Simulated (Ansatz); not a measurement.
Geometry relaxation, with input and output: TaH₃Cl₃O₂F (part 1 of 2)

- system: TaH₃Cl₃O₂F
- method: RKS PBE0-D4/def2-SVP (Ansatz 0.2.0)

The input holds or restrains some coordinates. Forces given for the steps count only the free coordinates. It belongs to a series of runs on one base structure; here: pulled along the bonds that form and break, towards end A.

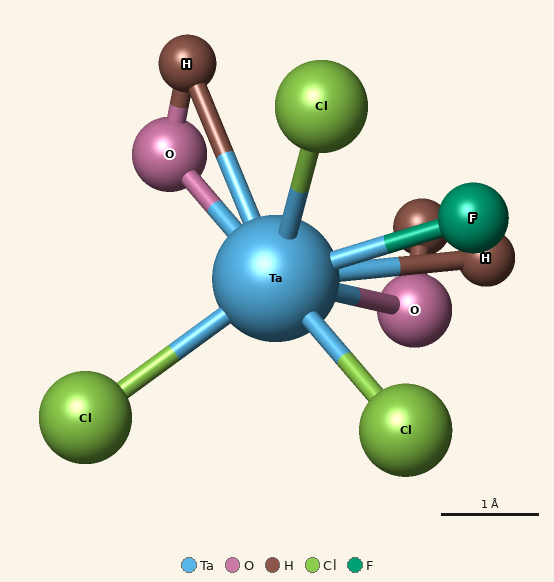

**Figure 1.** The starting structure (ball-and-stick view, seen at a tilt). Sticks mark near contacts. Bond lengths as drawn: Cl–Ta 2.47 Å, F–Ta 2.23 Å, H–O 1.01 Å, H–Ta 2.31 to 2.54 Å and O–Ta 2.02 to 2.37 Å.

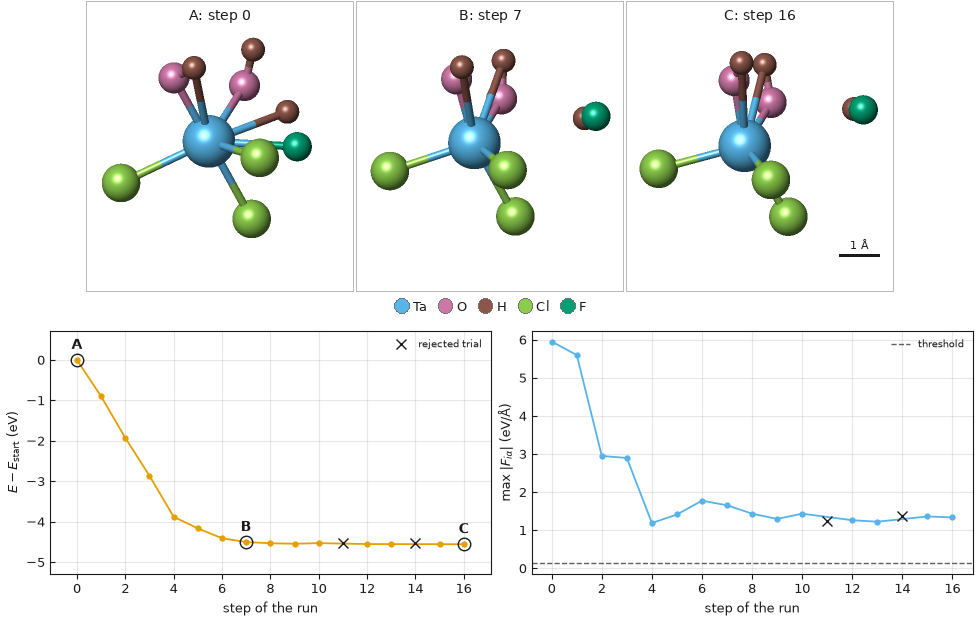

**Figure 2.** Frames of the restrained relaxation (ball-and-stick view, seen at a tilt) above the curves, on which the letters mark them (the first geometry is step 0 here and step 1 in the log).

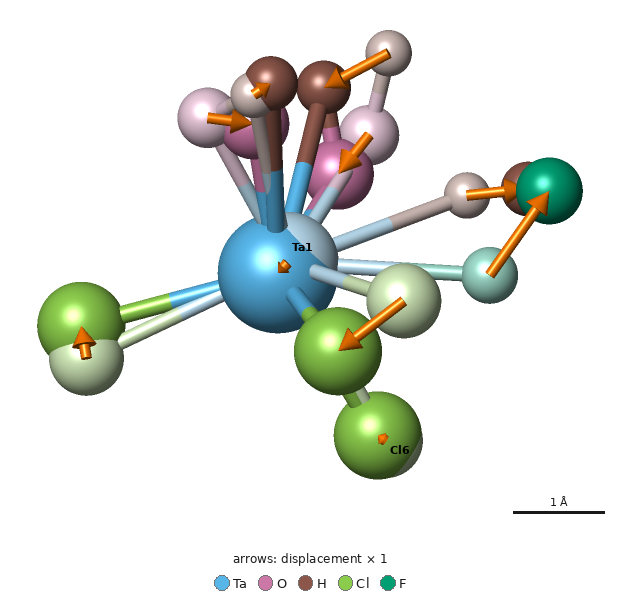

**Figure 3.** Start (faint) and end (solid) with the displacements as orange arrows, at true length (ball-and-stick view, seen at a tilt). The two geometries are laid on each other by the best rigid fit. The atom that moves furthest after the best rigid fit is F9 (1.14 Å). Largest moves by element: F 1.14 Å, Cl 0.91 Å, H 0.82 Å, O 0.57 Å, Ta 0.16 Å. Distances before and after: Ta1–F9 2.230 → 3.123 Å, Ta1–H10 2.313 → 3.022 Å, F9–H10 1.373 → 0.925 Å, Ta1–O2 2.370 → 1.978 Å. New bonds form: F9–H10 (1.37 → 0.92 Å). Bonds break: Ta1–F9 (2.23 → 3.12 Å), Ta1–H10 (2.31 → 3.02 Å). Among the angles that change: Ta1–O4–H5 109.5° → 141.7°, Ta1–H5–O4 48.5° → 25.6°, O2–Ta1–Cl8 120.0° → 141.6°. The energy falls by 4.556 eV in 16 geometry steps. Largest force component: 6 eV/Å at the start, 1.3 eV/Å at the end. The line search rejected the trial steps at points 11, 14 (counted from 0) and went back. (Atoms are counted from 1 in the order of the input.)

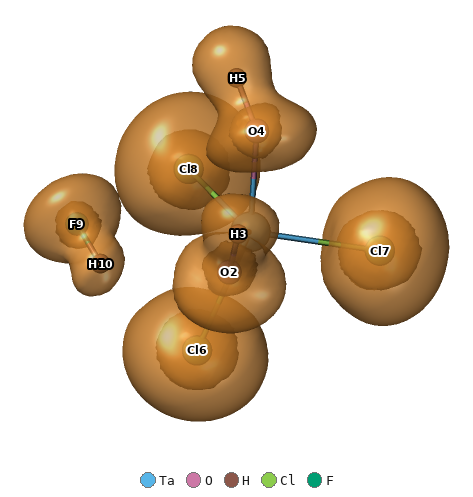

**Figure 4.** Isosurface of the electron localisation function at 0.75 (orange), seen at a tilt. Core shells and regions of very low density are left out. Along the contacts the grid gives the following. Ta1···F9 (3.12 Å): the ELF is only about 0 between them. Ta–O (1.89 Å): the ELF peaks at about 0.85 in the valence shell of O, 0.5 Å from its nucleus, and drops to about 0.25 between the two atoms.

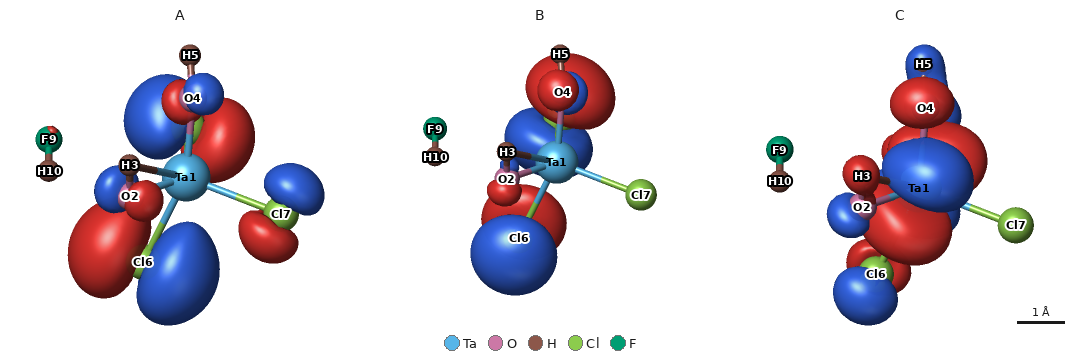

**Figure 5.** Three frontier orbitals at ±0.1 Å⁻³ᐟ² (blue and red are the two phases). A is the HOMO−1 (−9.16 eV). B is the HOMO (−8.68 eV). C is the LUMO (−2.80 eV). It lies mainly on Ta1 (65 %), Cl6 (10 %) and O4 (10 %). The HOMO–LUMO gap is 5.88 eV between the orbital energies.

These pictures come from the run below.

## Input
```yaml
crystal:
  periodic: [false, false, false]
  atoms:
    - { symbol: Ta, position_ang: [0.0, 0.0, 0.0] }
    - { symbol: O, position_ang: [2.37, 0.0, 0.0] }
    - { symbol: H, position_ang: [2.7071, -0.5308, 0.7903] }
    - { symbol: O, position_ang: [0.0, 0.0, 2.02] }
    - { symbol: H, position_ang: [-0.2547, -0.9174, 2.3571] }
    - { symbol: Cl, position_ang: [0.0, 0.0, -2.47] }
    - { symbol: Cl, position_ang: [-1.235, 2.139, 0.0] }
    - { symbol: Cl, position_ang: [-1.235, -2.139, 0.0] }
    - { symbol: F, position_ang: [0.7032, -1.8418, -1.0422] }
    - { symbol: H, position_ang: [1.8595, -1.1967, -0.6772] }
basis:
  gaussian: { orbitals: def2-SVP }
hamiltonian:
  xc: pbe0
  dispersion: d4
relax:
  f_tol: 0.15
  max_steps: 25
  restrain:
    - { distance: [0, 8], at: 3.13, k: 30.0 }
    - { distance: [9, 1], at: 2.21, k: 30.0 }
    - { distance: [0, 1], at: 2.02, k: 30.0 }
    - { distance: [9, 8], at: 0.92, k: 30.0 }
output:
  orbitals: {}
```

Launched with:
```bash
ansatz run input.yaml --threads 4 --pin off --max-ram 5120MiB --backend cpu --events-out ev --progress --plain --runs-dir out
```

## Log
```
The last accepted step is kept in [file] (removed where the run ends without a failure and the disk answers)
Engine: ansatz 0.2.0, aarch64-unknown-linux-gnu
Functional definition: PBE0
  parameter a = 0.25
  parameter kappa = 0.804
  parameter beta = 0.06672455060314922
  exchange = (1 - a)*pbe_x(kappa = kappa, mu = beta*pi^2/3) + a*exact_x
  correlation = pbe_c(beta = beta)
1448 factors; integrals over basis functions are off by at most 3.9e-4 eV
mean field evaluation 1: about -45932.2716 eV, gradient 8.0e1 eV
mean field evaluation 2: about -45678.7795 eV, gradient 3.2e2 eV
mean field evaluation 4: about -45945.0334 eV, gradient 2.2e1 eV
mean field evaluation 8: about -45946.1204 eV, gradient 3.6e-1 eV
mean field evaluation 16: about -45946.2171 eV, gradient 9.2e-4 eV
mean field -45946.21706179 eV, -1688.4923335564 hartree, gradient 8.2e-5 eV, S^2 0.000000; 0 other end points of the search recorded, 0 dependent functions left out
the calculation of the forces begins
reference -45946.21711148 eV, -1688.4923353823 hartree; 46, 46 occupied and 97, 97 virtual orbitals, 1448 factors
relax step   1: F+E_penalty+E_count = -45946.47986291 eV  Δ(F+E_penalty+E_count) = +0.000e0 eV  max|allowed force component| = 5.953e0 eV/Å  E_restraint = 25.35870394 eV  max|allowed force component, restraints' pulls added| = 2.592e1 eV/Å  Δτ_max = 0.0000 Å  (33 SCF iters, accepted)
  distance Ta 0 - F 8 = 2.2300 Å
  distance H 9 - O 1 = 1.4667 Å
  distance Ta 0 - O 1 = 2.3700 Å
  distance H 9 - F 8 = 1.3735 Å
these checks for a lower state are left out or cut short: starts, cluster_reference, orbital_swaps, neighbouring_geometries, increment
1448 factors; integrals over basis functions are off by at most 4.4e-4 eV
mean field -45947.12189248 eV, -1688.5255854710 hartree, gradient 1.7e-5 eV, S^2 0.000000; 0 other end points of the search recorded, 0 dependent functions left out
[... from here on the field's lines of each further geometry are left out, up to the last ...]
relax step   2: F+E_penalty+E_count = -45947.38067976 eV  Δ(F+E_penalty+E_count) = -9.008e-1 eV  max|allowed force component| = 5.599e0 eV/Å  E_restraint = 11.26618437 eV  max|allowed force component, restraints' pulls added| = 1.805e1 eV/Å  Δτ_max = 0.1948 Å  (41 SCF iters, accepted)
relax step   3: F+E_penalty+E_count = -45948.40779790 eV  Δ(F+E_penalty+E_count) = -1.027e0 eV  max|allowed force component| = 2.951e0 eV/Å  E_restraint = 3.28378681 eV  max|allowed force component, restraints' pulls added| = 8.376e0 eV/Å  Δτ_max = 0.1947 Å  (40 SCF iters, accepted)
relax step   4: F+E_penalty+E_count = -45949.34446487 eV  Δ(F+E_penalty+E_count) = -9.367e-1 eV  max|allowed force component| = 2.897e0 eV/Å  E_restraint = 0.45652905 eV  max|allowed force component, restraints' pulls added| = 5.698e0 eV/Å  Δτ_max = 0.1946 Å  (40 SCF iters, accepted)
relax step   5: F+E_penalty+E_count = -45950.35794102 eV  Δ(F+E_penalty+E_count) = -1.013e0 eV  max|allowed force component| = 1.191e0 eV/Å  E_restraint = 0.03490880 eV  max|allowed force component, restraints' pulls added| = 9.917e-1 eV/Å  Δτ_max = 0.1974 Å  (37 SCF iters, accepted)
relax step   6: F+E_penalty+E_count = -45950.64452867 eV  Δ(F+E_penalty+E_count) = -2.866e-1 eV  max|allowed force component| = 1.414e0 eV/Å  E_restraint = 0.05531058 eV  max|allowed force component, restraints' pulls added| = 2.226e0 eV/Å  Δτ_max = 0.1950 Å  (38 SCF iters, accepted)
relax step   7: F+E_penalty+E_count = -45950.88709051 eV  Δ(F+E_penalty+E_count) = -2.426e-1 eV  max|allowed force component| = 1.777e0 eV/Å  E_restraint = 0.03740488 eV  max|allowed force component, restraints' pulls added| = 6.145e-1 eV/Å  Δτ_max = 0.2000 Å  (38 SCF iters, accepted)
relax step   8: F+E_penalty+E_count = -45950.98225547 eV  Δ(F+E_penalty+E_count) = -9.516e-2 eV  max|allowed force component| = 1.656e0 eV/Å  E_restraint = 0.03399000 eV  max|allowed force component, restraints' pulls added| = 4.669e-1 eV/Å  Δτ_max = 0.1986 Å  (37 SCF iters, accepted)
relax step   9: F+E_penalty+E_count = -45951.01214718 eV  Δ(F+E_penalty+E_count) = -2.989e-2 eV  max|allowed force component| = 1.436e0 eV/Å  E_restraint = 0.03936202 eV  max|allowed force component, restraints' pulls added| = 6.633e-1 eV/Å  Δτ_max = 0.1901 Å  (38 SCF iters, accepted)
relax step  10: F+E_penalty+E_count = -45951.02335374 eV  Δ(F+E_penalty+E_count) = -1.121e-2 eV  max|allowed force component| = 1.297e0 eV/Å  E_restraint = 0.03946112 eV  max|allowed force component, restraints' pulls added| = 1.069e0 eV/Å  Δτ_max = 0.1272 Å  (33 SCF iters, accepted)
relax step  11: F+E_penalty+E_count = -45951.00892970 eV  Δ(F+E_penalty+E_count) = +1.442e-2 eV  max|allowed force component| = 1.435e0 eV/Å  E_restraint = 0.02468907 eV  max|allowed force component, restraints' pulls added| = 5.568e-1 eV/Å  Δτ_max = 0.1999 Å  (38 SCF iters, accepted)
relax step  12: F+E_penalty+E_count = -45951.01150247 eV  Δ(F+E_penalty+E_count) = -2.573e-3 eV  max|allowed force component| = 1.233e0 eV/Å  E_restraint = 0.02774176 eV  max|allowed force component, restraints' pulls added| = 3.362e-1 eV/Å  Δτ_max = 0.1148 Å  (34 SCF iters, rejected (line search))
relax step  13: F+E_penalty+E_count = -45951.03096868 eV  Δ(F+E_penalty+E_count) = -2.204e-2 eV  max|allowed force component| = 1.264e0 eV/Å  E_restraint = 0.02844801 eV  max|allowed force component, restraints' pulls added| = 4.303e-1 eV/Å  Δτ_max = 0.0560 Å  (33 SCF iters, accepted)
relax step  14: F+E_penalty+E_count = -45951.03248043 eV  Δ(F+E_penalty+E_count) = -1.512e-3 eV  max|allowed force component| = 1.224e0 eV/Å  E_restraint = 0.02828896 eV  max|allowed force component, restraints' pulls added| = 1.454e-1 eV/Å  Δτ_max = 0.1000 Å  (32 SCF iters, accepted)
relax step  15: F+E_penalty+E_count = -45951.00373387 eV  Δ(F+E_penalty+E_count) = +2.875e-2 eV  max|allowed force component| = 1.372e0 eV/Å  E_restraint = 0.04808537 eV  max|allowed force component, restraints' pulls added| = 2.104e0 eV/Å  Δτ_max = 0.1476 Å  (32 SCF iters, rejected (line search))
relax step  16: F+E_penalty+E_count = -45951.03461082 eV  Δ(F+E_penalty+E_count) = -2.130e-3 eV  max|allowed force component| = 1.362e0 eV/Å  E_restraint = 0.02855725 eV  max|allowed force component, restraints' pulls added| = 3.691e-1 eV/Å  Δτ_max = 0.0734 Å  (33 SCF iters, accepted)
the calculation of the forces begins
reference -45950.76830647 eV, -1688.6595887135 hartree; 46, 46 occupied and 97, 97 virtual orbitals, 1449 factors
relax step  17: F+E_penalty+E_count = -45951.03607305 eV  Δ(F+E_penalty+E_count) = -1.462e-3 eV  max|allowed force component| = 1.337e0 eV/Å  E_restraint = 0.02742782 eV  max|allowed force component, restraints' pulls added| = 1.240e-1 eV/Å  Δτ_max = 0.0750 Å  (34 SCF iters, accepted)
  distance Ta 0 - F 8 = 3.1231 Å
  distance H 9 - O 1 = 2.2055 Å
  distance Ta 0 - O 1 = 1.9783 Å
  distance H 9 - F 8 = 0.9249 Å
1449 factors; integrals over basis functions are off by at most 7.7e-4 eV
mean field evaluation 160: about -45950.7683 eV, gradient 3.8e-5 eV
mean field -45950.76825644 eV, -1688.6595868747 hartree, gradient 1.5e-5 eV, S^2 0.000000; 1 other end points of the search recorded, 0 dependent functions left out
the calculation of the forces begins
reference -45950.76830647 eV, -1688.6595887135 hartree; 46, 46 occupied and 97, 97 virtual orbitals, 1449 factors
Total energy: -45951.03612309 eV, -1688.6694307924 hartree
Atom 0 at    -0.091236     0.122758    -0.023555 Å, force     1.336877    -0.115527     0.002294 eV/Å
Atom 1 at     1.879646     0.240067    -0.148533 Å, force    -1.181647    -0.204232     0.006145 eV/Å
Atom 2 at     2.338138     0.158984     0.699567 Å, force    -0.017802     0.004163    -0.011903 eV/Å
Atom 3 at     0.186635    -0.438054     1.760918 Å, force    -0.034673    -0.012570    -0.014777 eV/Å
Atom 4 at    -0.062129    -1.130084     2.383206 Å, force     0.015601     0.054001    -0.070696 eV/Å
Atom 5 at    -0.073876     0.096300    -2.354886 Å, force    -0.000010     0.004303     0.027110 eV/Å
Atom 6 at    -0.946797     2.194554     0.355138 Å, force    -0.000022    -0.007355    -0.006712 eV/Å
Atom 7 at    -1.836939    -1.419585    -0.088883 Å, force    -0.014610    -0.011090    -0.020516 eV/Å
Atom 8 at     1.480063    -2.498043    -0.668681 Å, force    -0.235874     0.001631     0.117542 eV/Å
Atom 9 at     2.041594    -1.813595    -0.936292 Å, force     0.132159     0.286675    -0.028487 eV/Å
Dipole moment:     0.406176     0.000645     0.676331 e Å
```
